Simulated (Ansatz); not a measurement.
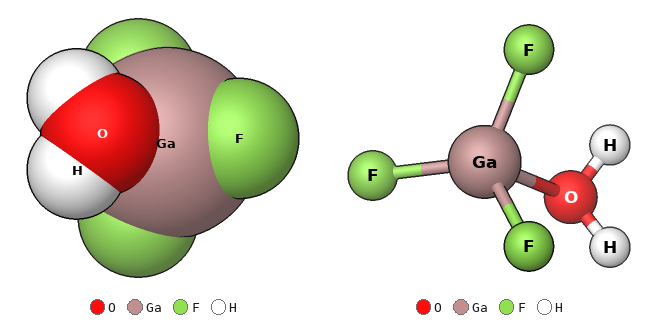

Both panels show the same species.

The computed structure is the end point of a PBE0-D4/def2-TZVP optimisation.

Describe the molecule.

The molecule is F3GaH2O. SMILES: `[OH2+][Ga-]([F])([F])[F]`. This geometry has Cs symmetry. Coordination, clear cases only: 1 O trigonal pyramidal.

More results for the same structure follow; atom numbers are the same in all pictures, views and colours differ.

### Shape

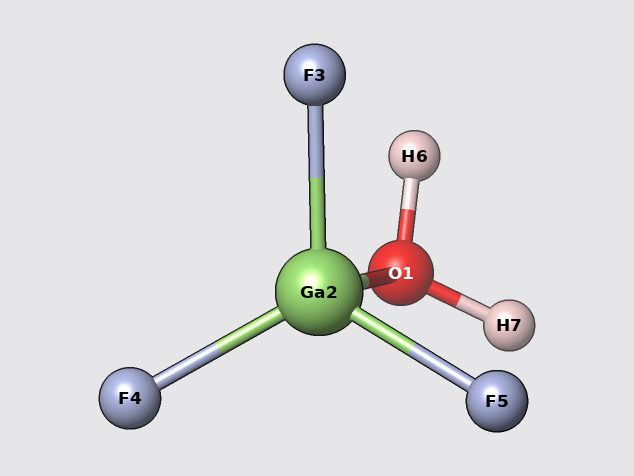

O1 lies behind Ga2. The molecule seen a little off the Ga2–O1 bond, Ga2 in front. Depth is shown by fading: the farther an atom, the more it takes the colour of the background.

> What is the torsion angle F3–Ga2–O1–H6? The sign is positive where the front bond must turn clockwise to cover the back bond.

1°, synperiplanar (eclipsed).

### Thermal motion

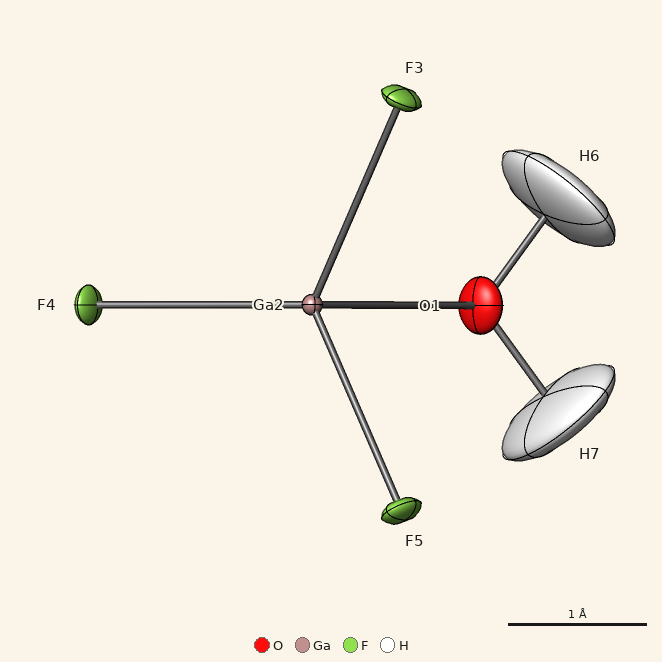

Displacement ellipsoids at the 50 % level, from the internal vibrations of the free molecule (harmonic, no overall translation or rotation; no half-axis is drawn under 0.075 Å). Vibrations computed with RKS PBE0-D4/def2-TZVP (Ansatz 0.2.0). Temperature: 400 K.

> Which atom moves most?

H6, H7, with U_eq = 0.0870 Å².

> Does H6 move more along its bond or across it?

Across it: the root-mean-square amplitude is 0.143 Å along the bond and up to 0.409 Å across, since bending and torsion are softer than stretching.

List U_eq and the three principal root-mean-square amplitudes for each kind of atom.

| atom | U_eq (Å²) | rms amplitudes (Å) |
| --- | --- | --- |
| O1 | 0.0123 | 0.067, 0.120, 0.134 |
| Ga2 | 0.0013 | 0.032, 0.037, 0.039 |
| F3, F5 | 0.0081 | 0.045, 0.093, 0.117 |
| F4 | 0.0077 | 0.044, 0.094, 0.112 |
| H6, H7 | 0.0870 | 0.106, 0.287, 0.409 |

### Charges

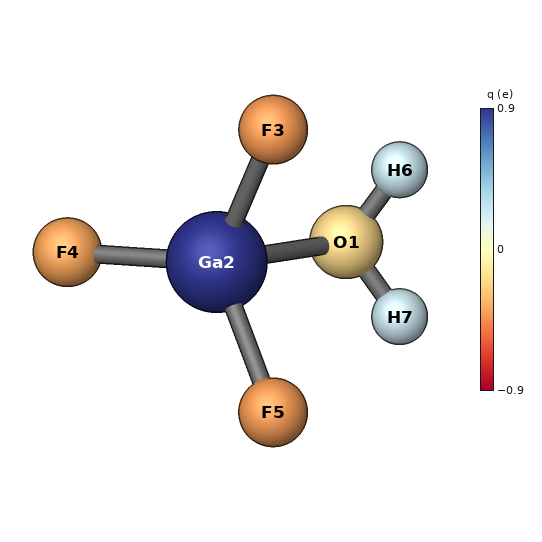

Atoms are coloured by their Mulliken charges. Level of theory: RKS B3LYP-D4/def2-TZVPP (Ansatz 0.2.0).

Give the Mulliken charges atom by atom.

```json
{"atom": "O1", "value (e)": "−0.20"}
{"atom": "Ga2", "value (e)": "0.89"}
{"atom": "F3", "value (e)": "−0.40"}
{"atom": "F4", "value (e)": "−0.37"}
{"atom": "F5", "value (e)": "−0.40"}
{"atom": "H6", "value (e)": "0.24"}
{"atom": "H7", "value (e)": "0.24"}
```

### Levels of theory compared

Program: Ansatz 0.2.0.

Tabulate HOMO energy (eV), dipole (D) at these levels: B3LYP-D4/def2-TZVPP; PBE-D4/def2-TZVPP; r2SCAN-D4/def2-TZVPP; ωB97M-V/def2-TZVPP.

| level | HOMO energy (eV) | dipole (D) |
| --- | --- | --- |
| B3LYP-D4/def2-TZVPP | −10.45 | 4.91 |
| PBE-D4/def2-TZVPP | −8.66 | 4.83 |
| r2SCAN-D4/def2-TZVPP | −9.16 | 4.91 |
| ωB97M-V/def2-TZVPP | −13.31 | 4.91 |

Mulliken values depend strongly on the basis set and can even reverse the polarity of a bond.
